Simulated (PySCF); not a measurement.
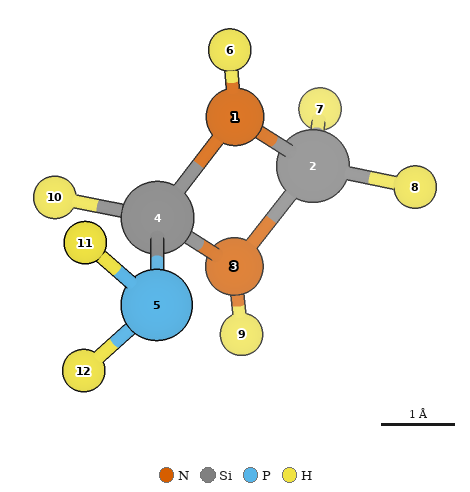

Figure 1. The structure as given in the input (ball-and-stick view, seen at a tilt; atoms are numbered from 1 in the order of the input).

Si$_{2}$PN$_{2}$H$_{7}$: NMR shielding calculation

Si$_{2}$PN$_{2}$H$_{7}$, computed with GIAO PBE0/pcSseg-2 NMR shielding, non-relativistic, gas phase (PySCF 2.14.0).

The geometry comes from this level: PBE0-D3(BJ)/def2-SVP. Figures and captions count atoms from 1; the log counts them from 0 in places.

The program's output:
```
coarse grid: 11336 points
cycle   1  E = -1033.6454875479  dE =  4.085e-01  |g| = 6.382e-01  |ddm| = 2.660e+00
cycle   2  E = -1033.5318375306  dE =  1.137e-01  |g| = 9.454e-01  |ddm| = 9.740e-01
cycle   3  E = -1033.7277804118  dE = -1.959e-01  |g| = 6.918e-02  |ddm| = 6.422e-01
cycle   4  E = -1033.7288160049  dE = -1.036e-03  |g| = 2.225e-02  |ddm| = 8.730e-02
cycle   5  E = -1033.7289308660  dE = -1.149e-04  |g| = 5.931e-03  |ddm| = 3.101e-02
cycle   6  E = -1033.7289386216  dE = -7.756e-06  |g| = 1.189e-03  |ddm| = 8.451e-03
final grid: 95368 points
cycle   7  E = -1033.7431820450  dE = -4.762e-05  |g| = 7.136e-03  |ddm| = 2.404e-02
cycle   8  E = -1033.7431685064  dE =  1.354e-05  |g| = 1.070e-02  |ddm| = 1.036e-02
cycle   9  E = -1033.7431925872  dE = -2.408e-05  |g| = 5.508e-04  |ddm| = 6.294e-03
cycle  10  E = -1033.7431926419  dE = -5.468e-08  |g| = 2.052e-04  |ddm| = 6.781e-04
cycle  11  E = -1033.7431926523  dE = -1.041e-08  |g| = 4.894e-05  |ddm| = 2.306e-04
cycle  12  E = -1033.7431926528  dE = -4.870e-10  |g| = 1.050e-05  |ddm| = 5.547e-05
```

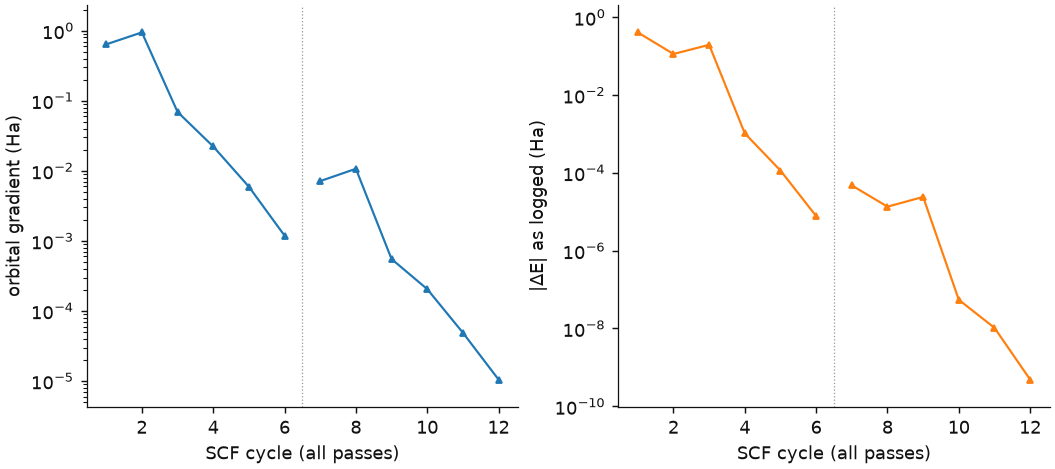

Figure 2. Convergence of the self-consistent field: orbital gradient and size of the energy change against the SCF cycle. The dotted line marks the change from a coarse to the final integration grid. The first 6 cycles use a coarse grid, the final grid takes over at cycle 7, and the field converges after 12 cycles in all.

```
converged SCF energy = -1033.7431926528

GIAO shielding tensors (ppm)
atom      isotropic    diamagn.    paramagn.     s11        s22        s33       span
  0 N      234.330     325.710     -91.380    199.245    238.948    264.797     65.551
  1 Si     359.486     876.175    -516.690    327.081    345.026    406.351     79.270
  2 N      233.451     326.379     -92.927    198.270    238.455    263.629     65.359
  3 Si     334.598     877.902    -543.303    287.867    342.998    372.929     85.062
  4 P      552.226     966.536    -414.310    507.232    572.755    576.690     69.458
  5 H       30.686      32.444      -1.758     23.861     25.385     42.812     18.951
  6 H       25.390      27.707      -2.318     22.617     22.911     30.641      8.025
  7 H       25.395      28.163      -2.767     22.446     23.402     30.339      7.893
  8 H       30.695      32.600      -1.905     23.958     25.644     42.484     18.526
  9 H       24.446      28.998      -4.552     20.412     23.598     29.329      8.917
 10 H       29.522      29.242       0.280     25.361     26.931     36.272     10.911
 11 H       29.524      29.271       0.253     25.357     27.008     36.208     10.851
```

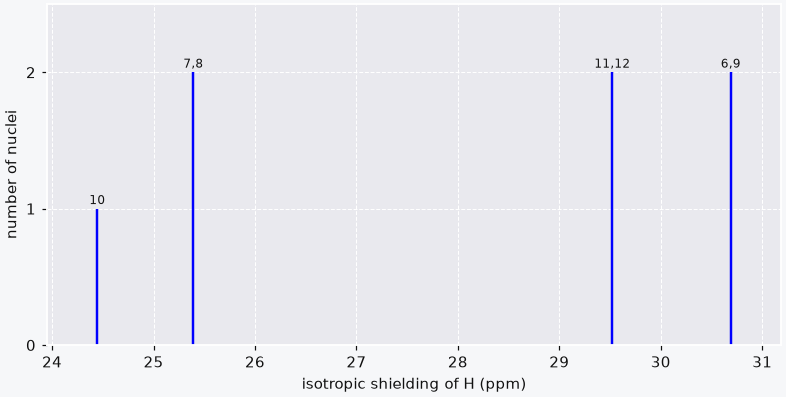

Figure 3. Isotropic shieldings of the hydrogen nuclei in this fixed geometry, labelled by atom number; shielding grows to the right, so chemical shift grows to the left. The least shielded is H10 (24.4 ppm), the most shielded H9 (30.7 ppm).

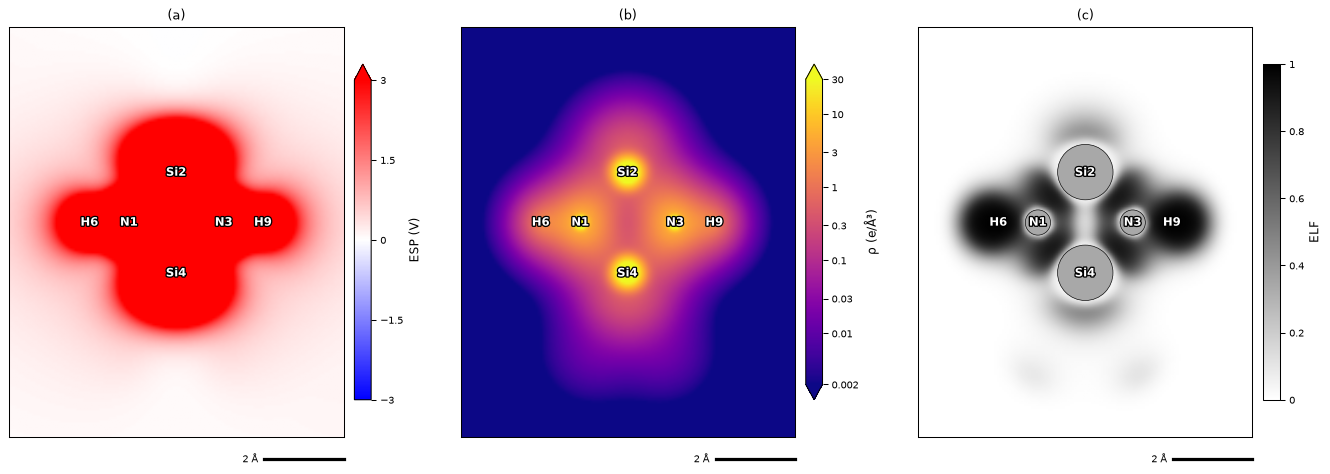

Figure 4. (a) electrostatic potential; (b) total electron density; (c) ELF on the plane of atoms Si2, N3 and Si4. Grey discs, where drawn, cover atomic cores. The section cuts through N, Si and H sites. Si–N (1.74 Å): ρ is about 1.1 e/Å³ halfway; the ELF peaks at about 0.90 between the atoms, which marks a shared but strongly polarised pair. N–H (1.01 Å): ρ at the midpoint is about 2.9 e/Å³, with its minimum of 2.3 e/Å³ about 0.8 Å from N; the ELF climbs to about 1 towards the hydrogen, as it does in any bond to H; a covalent bond by its length. The potential has no marked negative region in this plane.

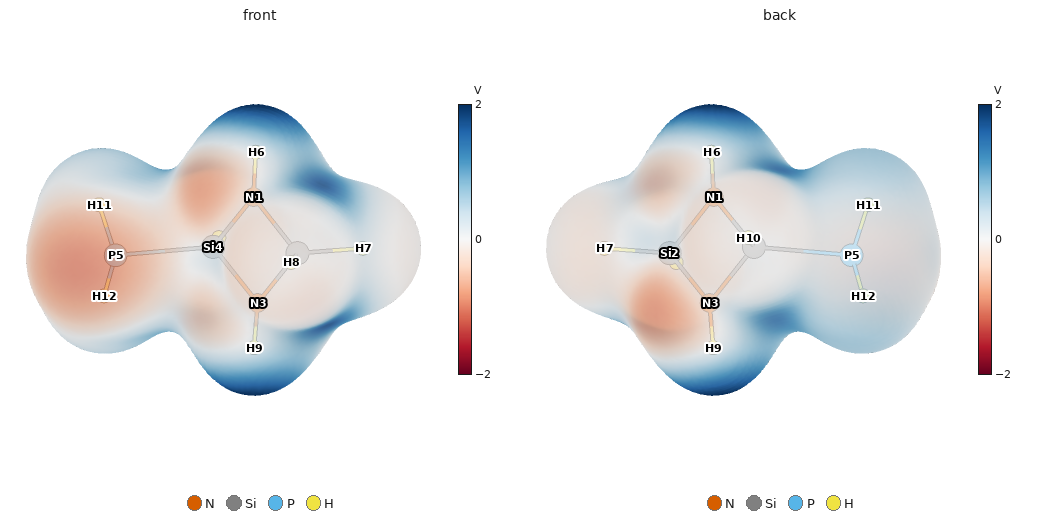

Figure 5. The electrostatic potential painted on the density surface at 0.002 e/bohr³, seen at a tilt and from behind; red is negative and blue positive. Its dipole moment is 0.72 D.

The run was set up as follows.

Input:
```
{"job": {"kind": "nmr", "xc": "PBE0", "basis": "pcSseg-2"}, "charge": 0, "multiplicity": 1}
N      1.032157     0.880444     0.240600
Si     0.027377     0.889841     1.670766
N     -0.717333    -0.554308     1.025333
Si     0.273278    -0.548288    -0.411805
P     -0.908609    -0.198682    -2.316324
H      1.854673     1.401324    -0.023901
H      0.761659     0.726041     2.965525
H     -0.883643     2.066572     1.832589
H     -1.566995    -1.043557     1.263951
H      1.178899    -1.728065    -0.591191
H      0.253871    -0.333818    -3.141430
H     -1.232947    -1.588198    -2.441738
```

The first line tells a small driver script what to run in PySCF; the rest is the geometry in Å.

Run as:
```bash
OMP_NUM_THREADS=1 python <driver script> task.json out
```

Results in brief:

| quantity | value |
| --- | --- |
| outcome | converged |
| total energy | −1033.743193 hartree |
| HOMO | −7.01 eV |
| LUMO | −0.57 eV |
| dipole moment | 0.72 D |
| isotropic shielding, N | 233.5 to 234.3 ppm |
| isotropic shielding, Si | 334.6 to 359.5 ppm |
| isotropic shielding, P | 552.2 ppm |
| isotropic shielding, H | 24.4 to 30.7 ppm |
| hardware | 1 CPU thread, shared host |
| wall time | 75 s |
| peak memory | 1.2 GiB |
